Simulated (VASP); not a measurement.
Band structure of Pt (fcc). Computed with LDA (Ceperley-Alder, Perdew-Zunger), VASP's LDA PAW potentials (set 64) (plane waves; VASP 6.6.1).

Unless said otherwise, spin-orbit coupling is left out, though it shifts the bands of the heavy elements here.

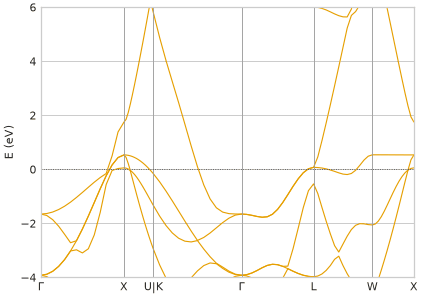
Figure. Bands along high-symmetry lines, zero at the valence-band maximum or, without a gap, the Fermi level

### Question
Read the plot: is there a gap, and where are the band edges?

### Answer
It has no gap at this level: it comes out as a metal or semimetal. (Edges off the drawn lines would not show.)

The compound is Pt in the fcc structure. It was relaxed first.
